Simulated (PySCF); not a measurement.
SMILES [Si](C)(C)([SiH2]N)C (C3H13NSi2) at its GFN2-xTB optimised geometry (Å):

```
19

C      1.5737     0.2732     0.0000
Si    -0.3388     0.2732     0.0000
C     -0.9028    -0.4823     1.6690
C     -0.8973     2.1026     0.0000
Si    -1.2076    -0.8532    -1.8341
N     -1.4866    -2.4828    -1.3306
H      1.9673    -0.7386     0.0280
H      1.9642     0.7492    -0.8951
H      1.9786     0.8066     0.8561
H     -0.4987     0.0653     2.5164
H     -1.9855    -0.4727     1.7631
H     -0.5749    -1.5138     1.7617
H     -0.5743     2.6090    -0.9050
H     -0.4844     2.6488     0.8436
H     -1.9786     2.1902     0.0525
H     -0.3044    -1.0170    -2.9806
H     -2.4160    -0.2018    -2.3891
H     -1.7877    -3.1584    -2.0146
H     -1.9697    -2.6488    -0.4628
```

Level of theory: CAM-B3LYP/def2-SVP in PySCF. Cells within 0.4 Å of a nucleus heavier than hydrogen are left out (blank, or x).

Map of the log10 of the electron density (e/bohr³), floored at −4 on the plane z = 0.0 Å:

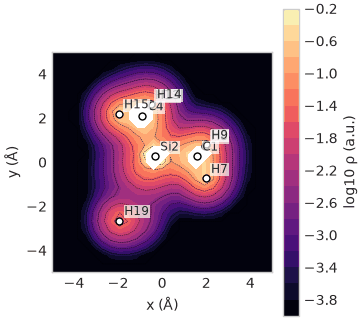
Figure: Log10 of the electron density (e/bohr³), floored at −4 on the plane z = 0.0 Å.
